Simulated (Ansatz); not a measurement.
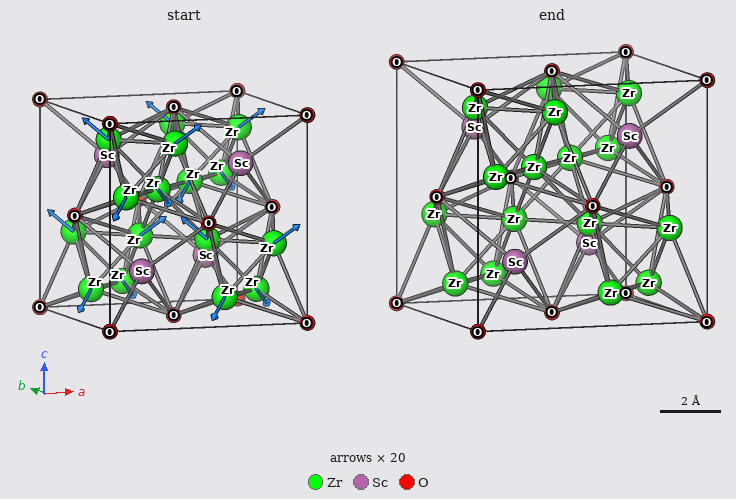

The structure of a crystal of Zr$_{4}$ScO (a generated structure, set up in F-43m) (coarse preliminary run) before (left) and after (right) a relaxation, at one scale. The blue arrows give the displacements (the part carried along by the change of the cell is left out), 20 times their true length.

The picture is a ball-and-stick view of the conventional cell (4 times the calculation's cell), seen slightly off an axis. Lengths and directions refer to the drawn axes.

Theory: Ansatz 0.2.0, DFT PBE, scalar-relativistic, plane waves, PAW.

The input:
```yaml
crystal:
  lattice:
    - [0.0, 3.50709303, 3.50709303]
    - [3.50709303, 0.0, 3.50709303]
    - [3.50709303, 3.50709303, 0.0]
  atoms:
    - { symbol: Zr, position: [0.37412463, 0.87762612, 0.37412463] }
    - { symbol: Zr, position: [0.37412463, 0.37412463, 0.87762612] }
    - { symbol: Zr, position: [0.87762612, 0.37412463, 0.37412463] }
    - { symbol: Zr, position: [0.37412463, 0.37412463, 0.37412463] }
    - { symbol: Sc, position: [0.75, 0.75, 0.75] }
    - { symbol: O, position: [0.0, 0.0, 0.0] }
basis:
  ecutwfc: 420
kpoints:
  mp_grid: { grid: [4, 4, 4] }
hamiltonian:
  xc: pbe
scf:
  occupations: { method: gaussian, width: 0.1 }
  lower_state_search: "off"
output:
  forces: true
  stress: true
  eigenvalues: true
relax:
  adjacent_minimum: "off"
  f_tol: 0.04
  max_steps: 70
  cell: { stress_tol: 0.4 }
```

Command:
```bash
ansatz run input.yaml --threads 1 --pin off --max-ram 2560MiB --backend cpu --events-out ev --progress --plain --runs-dir out
```

> Describe what moved and what it gained.

The largest moves relative to the cell, 0.061 Å, are those of Zr1, Zr2, Zr3 and Zr4. Zr4 goes along [1 −1 1]. Sc and O stay in place. The drawn cell changes as follows: a = b = c 7.014 → 8.147 Å (+16.2 %); the volume changes by +56.7 %. Near-neighbour distances that change, for instance: Zr1–Zr2 2.463 → 2.960 Å, Sc5–O6 3.037 → 3.528 Å, Zr1–O6 2.906 → 3.387 Å, Zr1–Sc5 2.910 → 3.370 Å. The space group stays F-43m (No. 216). Over 6 accepted moves (8 points after the start) the energy falls by 1166 meV per atom. The largest force component goes from 0.83 to under 0.0001 eV/Å. The pressure goes from 64.83 to −0.06 GPa. At 2 points the geometry stayed and the basis and grid were re-selected for the new cell (energy shift of 46.7 meV per atom at most each time).
